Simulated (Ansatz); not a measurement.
# BF₃ + H₂S: a complex and its separated parts

The complex below is one end of an elementary step. How strongly is it bound against its free parts?

Method: PBE0-D4/def2-TZVP structures, single points in def2-TZVPP, no counterpoise correction; program: Ansatz 0.2.0, Gaussian basis.

Levels: SPW92, PBE-D4, BLYP-D4, r2SCAN-D4, B97M-V, PBE0-D4, B3LYP-D4, r2SCAN0-D4, BHLYP-D4, CAM-B3LYP-D4, wB97X-V, wB97M-V, B2PLYP, PBE-QIDH, RPA on PBE, Hartree-Fock, MP2, CCSD, CCSD(T).

Correlated methods freeze the cores. B3LYP uses VWN-RPA correlation. B2PLYP carries no dispersion term here.

94 further runs of the same task are left out: 94 set aside as unsound or not needed.

### 1 Where the work starts

The complex: 7 atoms, charge 0, spin multiplicity 1.

Atoms are counted from 1 here; the program's logs count them from 0.

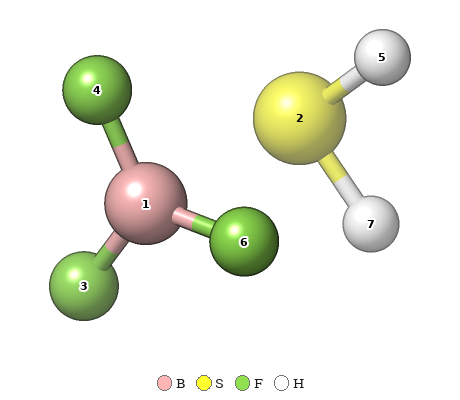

As it starts; boron pink, sulfur yellow, fluorine green, hydrogen white; atoms are numbered from 1 in the order of the file.

Coordinates:

```xyz
7
BF3H2S
B    -1.0600   -0.6004   -0.2467
S     1.2435    1.0763   -0.1981
F    -0.7349   -1.1458   -1.4007
F    -1.8971    0.4160   -0.2132
H     1.0991    1.3967    1.0973
F    -0.7362   -1.2132    0.8759
H     2.0856    0.0703    0.0856
```

Its parts: BF₃ holds atoms 1, 3, 4, 6; H₂S holds atoms 2, 5, 7. Each part counts its atoms afresh in its own runs.

### 2 Relaxing BF₃ alone

Contents of relax-a/in.yaml:

```yaml
crystal:
  periodic: [false, false, false]
  atoms:
    - {symbol: B, position_ang: [-1.059972, -0.600378, -0.246676]}
    - {symbol: F, position_ang: [-0.734942, -1.145761, -1.400742]}
    - {symbol: F, position_ang: [-1.897104, 0.416023, -0.213243]}
    - {symbol: F, position_ang: [-0.736201, -1.213224, 0.875936]}
basis:
  gaussian: {orbitals: def2-TZVP}
hamiltonian: {xc: pbe0, dispersion: d4}
relax: {f_tol: 0.005, max_steps: 200}
```

Run with:

```sh
> ansatz run in.yaml --threads 4 --pin off --events-out ev --progress --plain --max-ram 9574MiB
```

After this run come: Relaxing H₂S alone; SPW92/def2-TZVPP; PBE-D4/def2-TZVPP; BLYP-D4/def2-TZVPP; r2SCAN-D4/def2-TZVPP; B97M-V/def2-TZVPP; PBE0-D4/def2-TZVPP; B3LYP-D4/def2-TZVPP; r2SCAN0-D4/def2-TZVPP; BHLYP-D4/def2-TZVPP; CAM-B3LYP-D4/def2-TZVPP; wB97X-V/def2-TZVPP; wB97M-V/def2-TZVPP; B2PLYP/def2-TZVPP; PBE-QIDH/def2-TZVPP; RPA on PBE/def2-TZVPP; CCSD(T)/def2-TZVPP; Vibrations of BF₃; Vibrations of H₂S.

What does the calculation give? Wanted: complex less parts, CCSD(T)/def2-TZVPP; with zero-point energy; largest T1 diagnostic.

The runs gave:

| quantity | value |
| --- | --- |
| complex less parts, CCSD(T)/def2-TZVPP | -14.9 kJ/mol |
| with zero-point energy | -10.6 kJ/mol |
| largest T1 diagnostic | 0.012 |

What this shows: At CCSD(T) the complex lies 14.9 kJ/mol below its parts. PBE-QIDH is the best functional here (-0.4 kJ/mol from CCSD(T)); SPW92 is the worst (-17.3 kJ/mol). Mean unsigned error by rung: LDA 17.3, GGA 5.3, meta-GGA 4.1, hybrid 4.1, range-separated hybrid 3.6, double hybrid 1.8 kJ/mol. PBE-D4 gives a relative energy 6.4 kJ/mol too low, outside chemical accuracy (1 kcal/mol, 4.2 kJ/mol). No counterpoise was applied, and triple zeta lacks some correlation, so the CCSD(T) reference has a basis error of its own, and close matches with it are partly luck.
